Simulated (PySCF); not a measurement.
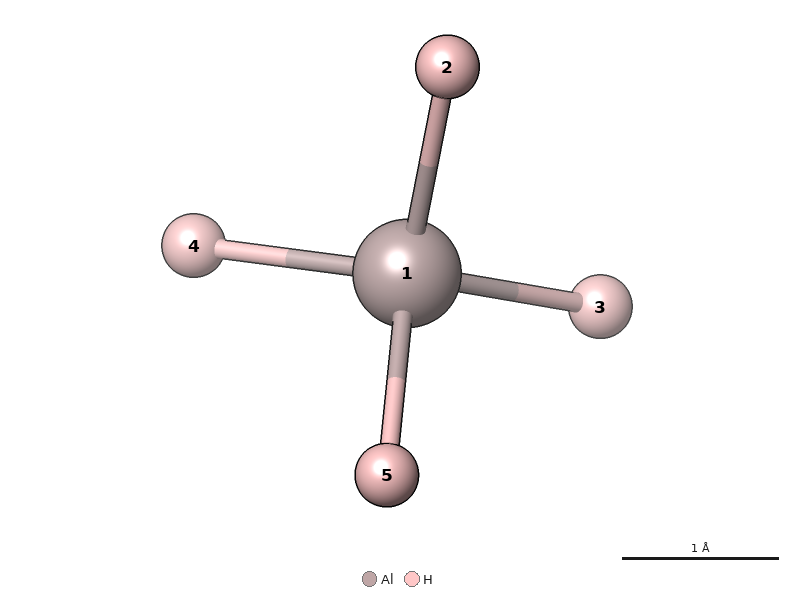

Orthographic view. Distant atoms are faded towards the background colour. Charge −1, singlet. The geometry was computed by an optimisation with GFN2-xTB. No frequency run is at hand to confirm it as a minimum.

Write a Z-matrix (Å, degrees) in the order of the atom numbers, with these reference atoms: 2 to 1; 3 to 1, 2; 4 to 1, 3, 2; 5 to 1, 3, 4.

```
Al 
H    1   1.629
H    1   1.627   2   109.5
H    1   1.628   3   109.3   2   120.1
H    1   1.628   3   109.4   4   119.9
```
